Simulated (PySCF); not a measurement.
Run report: TaHO$_{2}$, single-point calculation

TaHO$_{2}$, computed with UHF/def2-svp, mp2 (PySCF 2.14.0).

Some settings of this run were made unusual or wrong on purpose.

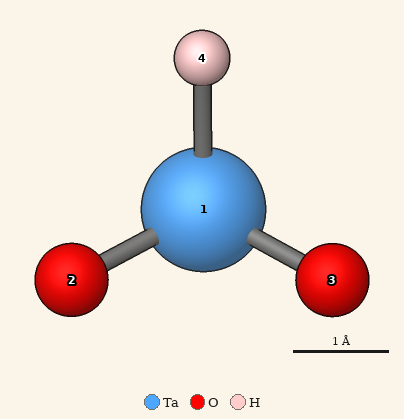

*The structure as given in the input (ball-and-stick view, seen on its broad side; atoms are numbered from 1 in the order of the input). Sticks mark near contacts.*

Input file
```python
from pyscf import gto, scf, mp

mol = gto.M(
    atom='Ta 0.1008 0 -0.1151; O -0.6226 1.3734 0.6307; O -0.6226 -1.3734 0.6307; H 1.7134 0 0.6358',
    basis='def2-svp',
    ecp={'Ta': 'def2-svp'},
    charge=0,
    spin=0,
    verbose=3,
)
mf = scf.UHF(mol)
mf.damp = 0.95
mf.diis_start_cycle = 8
mf.kernel()
mp.MP2(mf, frozen=2).kernel()
mf.dip_moment()
print('orbital energies (hartree):', [e[max(0, n-3):n+3].round(4) for e, n in zip(mf.mo_energy, mol.nelec)])
```

Hardware: 1 CPU thread, shared host.

Launch command:
```bash
OMP_NUM_THREADS=1 python input.py
```

Output
```
converged SCF energy = -206.56701331463  <S^2> = 4.851417e-09  2S+1 = 1
E(UMP2) = -207.276952708824  E_corr = -0.709939394193924
E(SCS-UMP2) = -207.233324767354  E_corr = -0.666311452724556
Dipole moment(X, Y, Z, Debye):  2.26246, -0.00000, -7.46789
orbital energies (hartree): [array([-0.4801, -0.457 , -0.4414, -0.0473,  0.0137,  0.07  ]), array([-0.4801, -0.457 , -0.4414, -0.0473,  0.0137,  0.07  ])]
```

Outcome

- outcome: converged
- SCF energy: −206.567013 hartree
- dipole moment: 7.80 D
- wall time: 2.7 s

Diagnosis

Some settings of this run were drawn to be unusual or wrong. It converged; results that depend on the unusual settings are not reference values.
